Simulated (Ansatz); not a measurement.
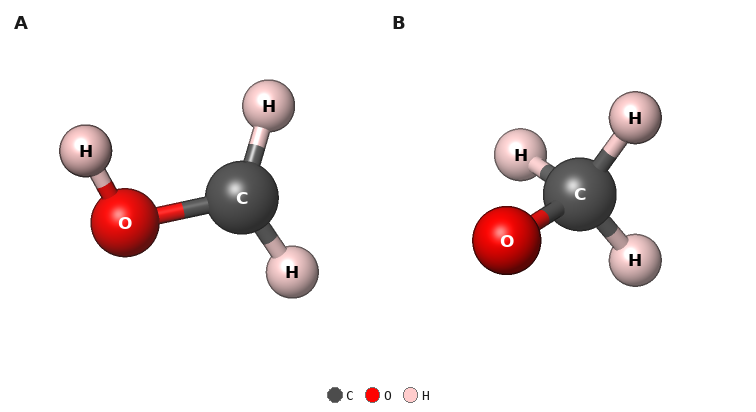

2 stationary structures of one formula. Charge 0, doublet. Geometries: PBE-D4/def2-SVP. Electronic energies: PBE-D4/def2-SVP (Ansatz 0.2.0), without zero-point energy. No frequency run is at hand to confirm each as a minimum.

**Rank them by energy, lowest first.**

A is lowest; B lies 30.1 kJ/mol above it.
